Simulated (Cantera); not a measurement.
Feed: 1 mol Si, 7.9 mol HF, 1.6 mol N₂, equilibrated at 0.00133 bar.

Method: chemical equilibrium by Gibbs-energy minimisation in Cantera with the NASA 1993 tables (ideal gas, pure condensed phases). Candidate condensed phases: Si, Si₃N₄; 37 gas species. The tables' values for SiF₃, SiF₂ are old estimates; treat these amounts as uncertain. The numbers say what is thermodynamically allowed, not how fast it happens.

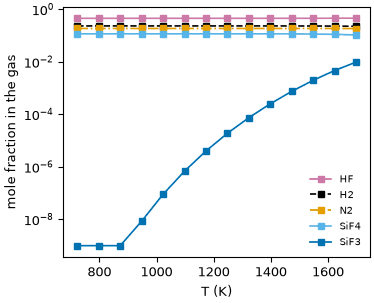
*Equilibrium gas composition (values under 1e-9 drawn at 1e-9)*

### Question
Read off the mole fractions at 1548 K.

### Answer
HF about 0.46, H₂ about 0.23, N₂ about 0.19, SiF₄ about 0.12, SiF₃ about 0.0020.
